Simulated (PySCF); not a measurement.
# C5H4N4SSe: excited states, first hyperpolarisability

Aim: compute the excited states, first hyperpolarisability of C5H4N4SSe (`C[Se]c1cnc2nsnc2n1`).

Computed with PySCF 2.14.0 and routines of our own; the level stands in each step. Atoms count from 0.

## Step 1: The system as given

15 atoms, charge 0, multiplicity 1; geometry from: GFN2-xTB.

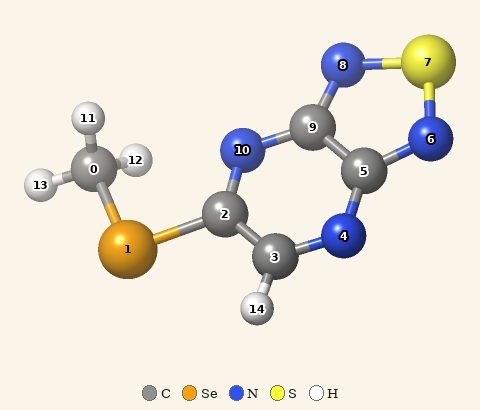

The starting geometry (carbon grey, selenium orange, nitrogen blue, sulfur yellow, hydrogen white).

## Step 2: Geometry optimisation at PBE0-D3(BJ)/def2-SVP

What the job is given:

```
{"job": {"xc": "PBE0", "basis": "def2-SVP", "d3": "d3bj", "grid": 2, "kind": "geom"}, "charge": 0, "multiplicity": 1}
C      2.928943     0.504710    -0.201731
Se     2.143547    -1.244734    -0.510812
C      0.345792    -0.773228    -0.228917
C     -0.673959    -1.763704    -0.312945
N     -1.928175    -1.504165    -0.100402
C     -2.210424    -0.224118     0.202661
N     -3.412468     0.272381     0.463685
S     -3.252903     1.842337     0.761221
N     -1.659896     1.982954     0.579030
C     -1.175680     0.784011     0.273335
N      0.109273     0.483615     0.054402
H      2.652907     1.163338    -1.020625
H      2.532950     0.890187     0.733462
H      4.007102     0.379531    -0.151737
H     -0.411424    -2.785124    -0.562541
```

On the command line:

```
$ OMP_NUM_THREADS=1 python excited_run.py task.json out
```

The driver reads the jobs from task.json and runs them one after another.

The program printed:

```text
step   0  E = -3210.06443387  max force = 0.021692
step   1  E = -3210.06775826  max force = 0.004643
step   2  E = -3210.06786511  max force = 0.002805
step   3  E = -3210.06797454  max force = 0.001773
step   4  E = -3210.06798491  max force = 0.000721
step   5  E = -3210.06799230  max force = 0.000251
optimisation converged
```

It took 2.3 min on 1 thread of Intel Xeon Platinum 8488C, shared host; peak memory 1.1 GiB.

Relaxation path:

```
step  energy from step 0 (eV)  largest force component (eV/Å)
   0                   0.0000                          1.1154
   1                  -0.0905                          0.2388
   2                  -0.0934                          0.1442
   3                  -0.0963                          0.0912
   4                  -0.0966                          0.0371
   5                  -0.0968                          0.0129
```

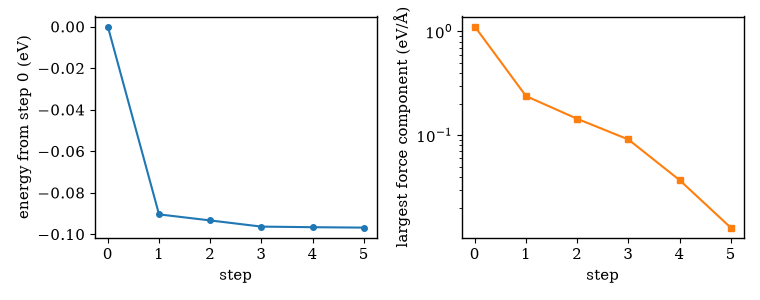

Energy and largest force along the relaxation.

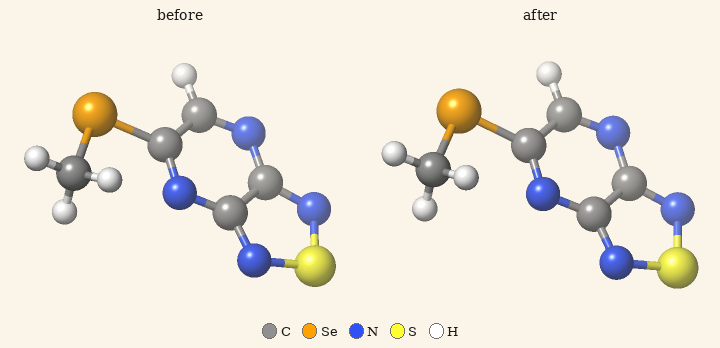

The geometry before (left) and after (right).

Distances of close pairs at the start and the end, largest changes first:

| bond | before (Å) | after (Å) | change (Å) |
| --- | --- | --- | --- |
| C2–C3 | 1.424 | 1.452 | +0.028 |
| N6–S7 | 1.606 | 1.628 | +0.022 |
| S7–N8 | 1.610 | 1.631 | +0.021 |
| C9–N10 | 1.338 | 1.354 | +0.016 |
| C3–H14 | 1.084 | 1.098 | +0.014 |
| N4–C5 | 1.345 | 1.359 | +0.013 |
| C0–H13 | 1.087 | 1.098 | +0.011 |
| C0–H12 | 1.086 | 1.097 | +0.010 |

The final coordinates are the input of the step that follows.

```csv
at the end point,value
point group (found at 0.08 Å tolerance),C1
"rotational constants (GHz, main isotopes)","2.285, 0.359, 0.311"
dipole moment (D),2.41
```

## Step 3: Excited states: TDA CAM-B3LYP/aug-cc-pVDZ

What the job is given:

```
{"job": {"kind": "states", "xc": "CAM-B3LYP", "basis": "aug-cc-pVDZ", "tda": true, "soc": true, "nstates": 6, "ntriplets": 5, "nquad": 4}, "charge": 0, "multiplicity": 1}
C      3.258742     0.263327    -0.493401
Se     2.408396    -1.460268    -0.692548
C      0.638499    -0.872670    -0.386533
C     -0.396589    -1.889332    -0.445964
N     -1.654667    -1.639103    -0.255214
C     -1.945255    -0.338320     0.008516
N     -3.166127     0.127970     0.233069
S     -2.996509     1.725440     0.494684
N     -1.381965     1.889804     0.336086
C     -0.914398     0.677048     0.067634
N      0.390812     0.381641    -0.137517
H      2.956062     0.925135    -1.314071
H      2.958118     0.704743     0.464467
H      4.341405     0.084026    -0.519277
H     -0.107133    -2.925765    -0.663297
```

Method: TDA CAM-B3LYP/aug-cc-pVDZ excited states, vertical, gas phase, spin-orbit mean-field couplings.

The program printed:

```text
coarse grid: 69920 points
cycle   1  E = -3211.5215334561  dE =  1.770e+00  |g| = 5.831e-01  |ddm| = 1.504e+01
cycle   2  E = -3211.4976812245  dE =  2.385e-02  |g| = 7.322e-01  |ddm| = 3.100e+00
cycle   3  E = -3211.6085171540  dE = -1.108e-01  |g| = 9.562e-02  |ddm| = 1.779e+00
cycle   4  E = -3211.6103834764  dE = -1.866e-03  |g| = 5.311e-02  |ddm| = 4.693e-01
cycle   5  E = -3211.6111694711  dE = -7.860e-04  |g| = 1.397e-02  |ddm| = 1.815e-01
cycle   6  E = -3211.6112197732  dE = -5.030e-05  |g| = 4.779e-03  |ddm| = 4.684e-02
cycle   7  E = -3211.6112258126  dE = -6.039e-06  |g| = 2.760e-03  |ddm| = 1.535e-02
final grid: 146320 points
cycle   8  E = -3211.6111978318  dE =  3.224e-06  |g| = 4.977e-03  |ddm| = 1.679e-02
cycle   9  E = -3211.6111828362  dE =  1.500e-05  |g| = 9.556e-03  |ddm| = 2.281e-02
cycle  10  E = -3211.6112035281  dE = -2.069e-05  |g| = 4.190e-04  |ddm| = 1.491e-02
cycle  11  E = -3211.6112035782  dE = -5.012e-08  |g| = 9.687e-05  |ddm| = 1.105e-03
cycle  12  E = -3211.6112035862  dE = -7.964e-09  |g| = 5.799e-05  |ddm| = 5.809e-04
cycle  13  E = -3211.6112035877  dE = -1.549e-09  |g| = 1.555e-05  |ddm| = 3.004e-04
cycle  14  E = -3211.6112035878  dE = -6.639e-11  |g| = 4.388e-06  |ddm| = 4.609e-05
converged SCF energy = -3211.6112035878

Singlet excitations
state   eV       nm        f     d(h-e)  d(exc)  Lambda  PR(NTO)  |dmu|/D   mu/D   main configurations
  1   3.4195   362.6   0.00187   0.448   3.154   0.518   1.030    1.479    3.770   H-1->L 0.96
  2   3.7841   327.6   0.42454   2.131   4.164   0.616   1.098    5.029    7.567   H->L 0.94
  3   4.6776   265.1   0.00004   0.742   3.039   0.459   1.028    2.085    1.474   H-4->L 0.93
  4   4.9896   248.5   0.00008   0.808   3.225   0.350   1.016    3.625    1.388   H->L+1 0.49, H->L+9 0.22, H->L+3 0.14
  5   5.0113   247.4   0.10980   0.372   3.352   0.802   1.345                     H-2->L 0.84
  6   5.3135   233.3   0.01456   0.163   2.891   0.522   1.922                     H-6->L 0.28, H-1->L+4 0.21, H-5->L 0.18

Triplet excitations (Tamm-Dancoff)
state   eV     d(h-e)  d(exc)  Lambda  PR(NTO)   main configurations
  1   2.5135   1.056   3.735   0.639   1.056   H->L 0.88
  2   2.9807   0.260   3.001   0.515   1.059   H-1->L 0.91
  3   3.2112   0.126   2.916   0.822   1.180   H-2->L 0.71, H-3->L 0.18
  4   4.0363   1.202   3.271   0.739   1.552   H-3->L 0.55, H-2->L 0.14, H->L+2 0.10
  5   4.0799   0.535   2.841   0.455   1.078   H-4->L 0.85
S1 - T1 = 0.9060 eV

Spin-orbit couplings |<S|Hso|T>| (cm-1)
             T1       T2       T3       T4       T5
S0        2.371   58.879    0.357    6.227   76.726
S1      138.637    6.257   10.743  123.962    7.062
S2        6.865  180.912    0.754    3.610   30.694
S3       37.192    1.217   14.503   14.490    0.958
S4       90.456    1.393   18.093   66.664    3.263
S5        2.256   41.820    0.607    0.268   25.450
S6       74.490   42.164   15.373   77.222    7.457
T1 sublevels (cm-1): 0.000 0.286 1.860   radiative rates (1/s): 9.48 6.96 148
```

It took 2.4 min on 1 thread of Intel Xeon Platinum 8488C, shared host; peak memory 1.4 GiB.

In short:

| quantity | value |
| --- | --- |
| S1 less T1 | 0.91 eV |

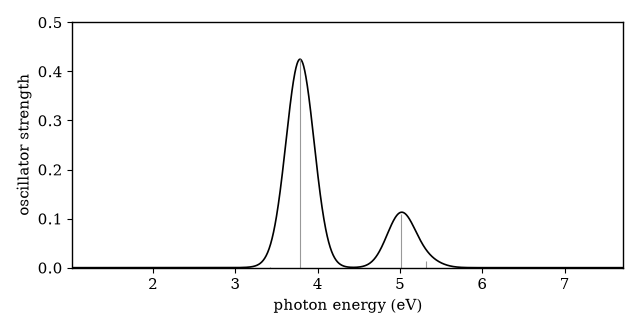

Absorption lines of the singlets. Lines are broadened to a width of 0.40 eV (Gaussian).

## Step 4: Excited states: TDDFT CAM-B3LYP/aug-cc-pVDZ

Settings changed since step 3:

```diff
@@ -1,2 +1,2 @@
-{"job": {"kind": "states", "xc": "CAM-B3LYP", "basis": "aug-cc-pVDZ", "tda": true, "soc": true, "nstates": 6, "ntriplets": 5, "nquad": 4}, "charge": 0, "multiplicity": 1}
+{"job": {"kind": "states", "xc": "CAM-B3LYP", "basis": "aug-cc-pVDZ", "tpa": true, "nstates": 8, "nquad": 6, "ntriplets": 0}, "charge": 0, "multiplicity": 1}
 C      3.258742     0.263327    -0.493401
```

Method: TDDFT CAM-B3LYP/aug-cc-pVDZ excited states, vertical, gas phase, two-photon moments by quadratic response.

The program printed:

```text
coarse grid: 69920 points
cycle   1  E = -3211.5215334560  dE =  1.770e+00  |g| = 5.831e-01  |ddm| = 1.504e+01
cycle   2  E = -3211.4976812245  dE =  2.385e-02  |g| = 7.322e-01  |ddm| = 3.100e+00
cycle   3  E = -3211.6085171540  dE = -1.108e-01  |g| = 9.562e-02  |ddm| = 1.779e+00
cycle   4  E = -3211.6103834765  dE = -1.866e-03  |g| = 5.311e-02  |ddm| = 4.693e-01
cycle   5  E = -3211.6111694711  dE = -7.860e-04  |g| = 1.397e-02  |ddm| = 1.815e-01
cycle   6  E = -3211.6112197732  dE = -5.030e-05  |g| = 4.779e-03  |ddm| = 4.684e-02
cycle   7  E = -3211.6112258126  dE = -6.039e-06  |g| = 2.760e-03  |ddm| = 1.535e-02
final grid: 146320 points
cycle   8  E = -3211.6111978318  dE =  3.224e-06  |g| = 4.977e-03  |ddm| = 1.679e-02
cycle   9  E = -3211.6111828362  dE =  1.500e-05  |g| = 9.556e-03  |ddm| = 2.281e-02
cycle  10  E = -3211.6112035281  dE = -2.069e-05  |g| = 4.190e-04  |ddm| = 1.491e-02
cycle  11  E = -3211.6112035782  dE = -5.011e-08  |g| = 9.687e-05  |ddm| = 1.105e-03
cycle  12  E = -3211.6112035862  dE = -7.962e-09  |g| = 5.799e-05  |ddm| = 5.809e-04
cycle  13  E = -3211.6112035877  dE = -1.550e-09  |g| = 1.555e-05  |ddm| = 3.004e-04
cycle  14  E = -3211.6112035878  dE = -6.548e-11  |g| = 4.388e-06  |ddm| = 4.609e-05
converged SCF energy = -3211.6112035878

Singlet excitations
state   eV       nm        f     d(h-e)  d(exc)  Lambda  PR(NTO)  |dmu|/D   mu/D   delta(TPA)   sigma/GM   main configurations
  1   3.3820   366.6   0.00160   0.456   3.163   0.518   1.031    1.436    3.724        3.48      0.015   H-1->L 0.96
  2   3.6116   343.3   0.32225   1.939   4.080   0.614   1.145    4.899    7.436     1428.37      6.826   H->L 0.96
  3   4.6254   268.1   0.00004   0.741   3.043   0.459   1.029    2.060    1.461        0.71      0.006   H-4->L 0.93
  4   4.7829   259.2   0.08906   0.363   3.296   0.802   1.327    0.844    1.856      769.37      6.448   H-2->L 0.89
  5   4.9696   249.5   0.00011   0.820   3.236   0.350   1.017    3.594    1.363       13.98      0.126   H->L+1 0.48, H->L+9 0.23, H->L+3 0.14
  6   5.1455   241.0   0.05522   0.579   3.442   0.762   1.320    1.619    4.157     2149.48     20.849   H-3->L 0.88
  7   5.2745   235.1   0.00020   0.161   2.757   0.463   2.016                                            H-6->L 0.36, H-1->L+4 0.25, H-5->L 0.22
  8   5.6199   220.6   0.25021   1.354   3.724   0.548   1.167                                            H->L+4 0.49, H->L+2 0.41
```

Wall time 2.8 min (1 thread of Intel Xeon Platinum 8488C, shared host); peak memory 1.4 GiB.

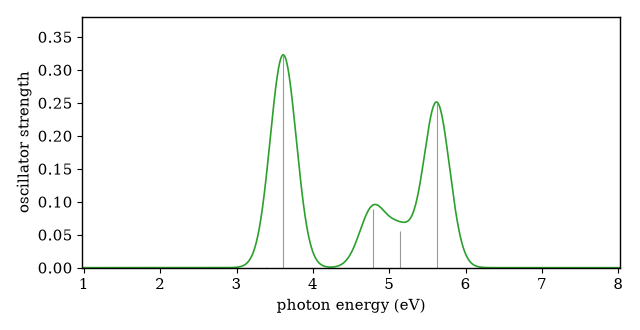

Absorption lines of the singlets. Lines are broadened to a width of 0.40 eV (Gaussian).

## Step 5: First hyperpolarisability: quadratic response CAM-B3LYP/aug-cc-pVDZ

Settings changed since step 4:

```diff
@@ -1,2 +1,2 @@
-{"job": {"kind": "states", "xc": "CAM-B3LYP", "basis": "aug-cc-pVDZ", "tpa": true, "nstates": 8, "nquad": 6, "ntriplets": 0}, "charge": 0, "multiplicity": 1}
+{"job": {"kind": "beta", "xc": "CAM-B3LYP", "basis": "aug-cc-pVDZ"}, "charge": 0, "multiplicity": 1}
 C      3.258742     0.263327    -0.493401
```

Method: quadratic response CAM-B3LYP/aug-cc-pVDZ first hyperpolarisability, Taylor convention, gas phase.

The program printed:

```text
coarse grid: 69920 points
cycle   1  E = -3211.5215334560  dE =  1.770e+00  |g| = 5.831e-01  |ddm| = 1.504e+01
cycle   2  E = -3211.4976812245  dE =  2.385e-02  |g| = 7.322e-01  |ddm| = 3.100e+00
cycle   3  E = -3211.6085171540  dE = -1.108e-01  |g| = 9.562e-02  |ddm| = 1.779e+00
cycle   4  E = -3211.6103834764  dE = -1.866e-03  |g| = 5.311e-02  |ddm| = 4.693e-01
cycle   5  E = -3211.6111694711  dE = -7.860e-04  |g| = 1.397e-02  |ddm| = 1.815e-01
cycle   6  E = -3211.6112197732  dE = -5.030e-05  |g| = 4.779e-03  |ddm| = 4.684e-02
cycle   7  E = -3211.6112258126  dE = -6.039e-06  |g| = 2.760e-03  |ddm| = 1.535e-02
final grid: 146320 points
cycle   8  E = -3211.6111978318  dE =  3.224e-06  |g| = 4.977e-03  |ddm| = 1.679e-02
cycle   9  E = -3211.6111828362  dE =  1.500e-05  |g| = 9.556e-03  |ddm| = 2.281e-02
cycle  10  E = -3211.6112035281  dE = -2.069e-05  |g| = 4.190e-04  |ddm| = 1.491e-02
cycle  11  E = -3211.6112035782  dE = -5.012e-08  |g| = 9.687e-05  |ddm| = 1.105e-03
cycle  12  E = -3211.6112035862  dE = -7.958e-09  |g| = 5.799e-05  |ddm| = 5.809e-04
cycle  13  E = -3211.6112035877  dE = -1.548e-09  |g| = 1.555e-05  |ddm| = 3.004e-04
cycle  14  E = -3211.6112035878  dE = -7.185e-11  |g| = 4.388e-06  |ddm| = 4.609e-05
converged SCF energy = -3211.6112035878

Lowest singlets (eV, f): 3.3820 0.0016  3.6116 0.3222  4.6254 0.0000

First hyperpolarisability (au)
process     nm      |vector|   parallel      HRS      DR
static         -     1101.54     638.52     493.98   3.973
shg       1907.0     1370.79     790.22     608.32   4.123
eope      1907.0     1181.86     683.84          -       -
shg       1064.0     2476.37    1408.98    1076.02   4.428
eope      1064.0     1393.10     802.76          -       -
```

Run time: 2.2 min. Hardware: 1 thread of Intel Xeon Platinum 8488C, shared host; peak memory 1.4 GiB.

## Step 6: Summary of results

| quantity | value |
| --- | --- |
| point group | C1 |
| rotational constants (main isotopes) | 2.28, 0.36, 0.31 GHz |
| S1 less T1 (step 3, TDA CAM-B3LYP/aug-cc-pVDZ) | 0.91 eV |
| β vector (step 5, quadratic response CAM-B3LYP/aug-cc-pVDZ) | static 1102, SHG 1907.0 nm 1371, SHG 1064.0 nm 2476 au |

In words: Relaxing lowered the energy by 0.097 eV in 5 steps; the close pair that moved most is C2–C3, from 1.424 to 1.452 Å. No frequency check was run at this level, so the end point may be a saddle. Scalar relativity is left out for the heavy atoms. In step 3, the number of triplets below S1 is 3, and the largest singlet-triplet spin-orbit coupling is S2–T2, 180.91 cm⁻¹. Steps that list no spin-orbit terms leave them out, which matters at and beside the heavy atoms. β grows from 1102 au (static) to 2476 au for doubling at 1064.0 nm: normal dispersion, which grows as twice the photon energy moves toward the bright states.
